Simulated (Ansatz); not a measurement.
Level of theory: PBE (plane waves to 420 eV, PAW; Ansatz, a quantum-chemistry and plane-wave program).

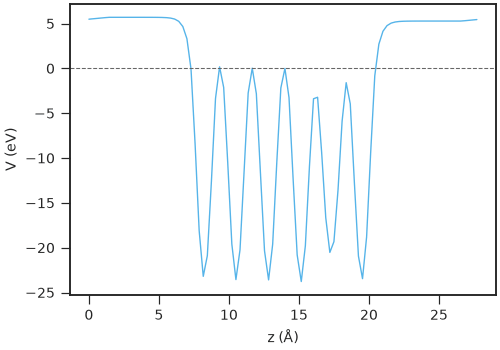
*Electrostatic potential energy of an electron, averaged over planes parallel to the surface, in eV from the Fermi level, for a constructed model of the (111) surface of fcc Pt, a layer of Os in place of the second plane (bottom of the slab: a bare face, its two planes held)*

Slab: 6 atoms, 11.6 Å thick at the start; k 15x15x1, smearing 0.1 eV, dipole-corrected; 2 atoms held, the rest relaxed; symmetry of the start imposed; no spin, no spin-orbit, no U. It is one candidate, not shown to be the stable structure of the face.

The vacuum level lies 5.28 eV above the Fermi level over the top face and 5.70 eV above it under the bottom face.
